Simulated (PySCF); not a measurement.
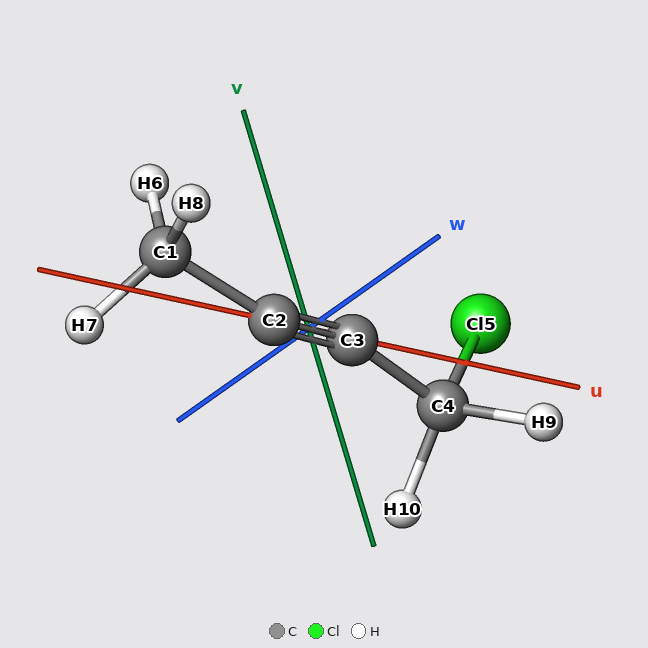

The lines u, v and w are the principal axes of the static dipole polarisability. Geometry: a frame of a GFN2-xTB molecular-dynamics simulation, not a minimum. Method: PBE0/def2-SVPD (PySCF 2.14.0).

Along which axis is the molecule most polarisable, and along which least?

Most along u (nearly parallel to the C2–C3 bond), least along w.

Give the three principal values.

u 96.6, v 55.5, w 49.2 bohr³; mean 67.1, anisotropy 44.6 bohr³.
